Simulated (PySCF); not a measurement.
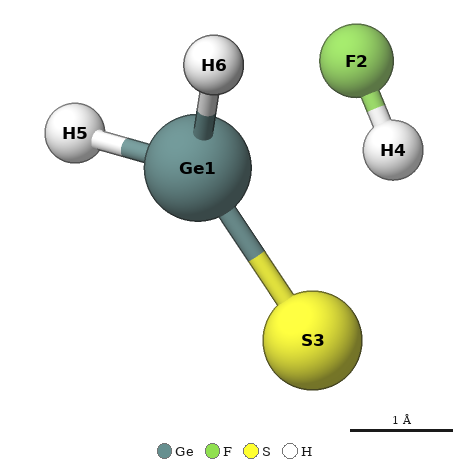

The atoms are numbered. The computed structure is the end point of a PBE0-D4/def2-TZVP optimisation. No frequency run is at hand to confirm it as a minimum.

Give the bond lengths.

| bond | length (Å) |
| --- | --- |
| Ge1–S3 | 2.049 |
| Ge1–H5 | 1.538 |
| Ge1–H6 | 1.538 |
| F2–H4 | 0.951 |
